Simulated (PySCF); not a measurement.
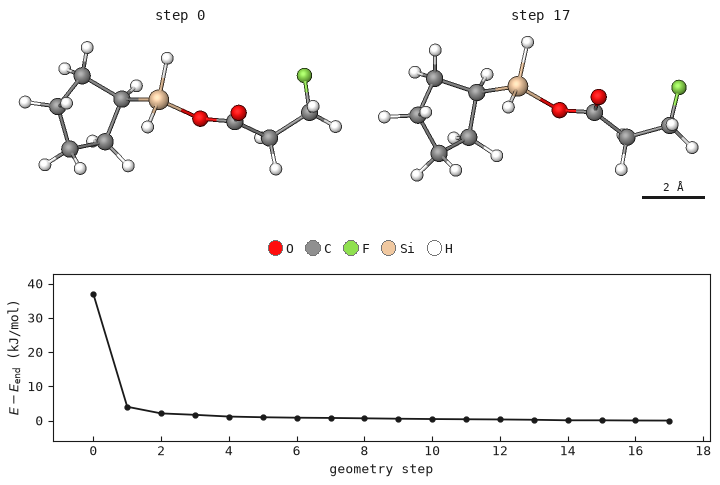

First and last geometry of a relaxation of C8H15FO2Si, with the history of the run. A ball-and-stick model, seen at a tilt.

The start comes from GFN2-xTB. Its atoms were then displaced at random by about 0.01 Å.

Computed with PySCF 2.14.0, density-fitted response routines, PBE0-D3(BJ)/def2-SVP geometry optimisation, gas phase. 

> Read the history and describe the run.

It converged. The atom that moves furthest after the best rigid fit is an H atom (0.72 Å). Largest moves by element: H 0.72 Å, F 0.69 Å, O 0.57 Å, Si 0.48 Å, C 0.46 Å. Among the contacts that change: O–Si 1.661 → 1.726 Å, C–C 1.570 → 1.508 Å, C–H 1.058 → 1.102 Å, H–Si 1.450 → 1.490 Å. Among the angles between lasting bonds that change: Si–C–H 110.1° → 105.4°, H–C–H 110.9° → 106.7°, H–C–H 112.8° → 109.3°. After 17 geometry steps the energy has fallen by 36.9 kJ/mol. Cost: 6.8 min on 2 threads of Intel(R) Xeon(R) Platinum 8488C (shared host).
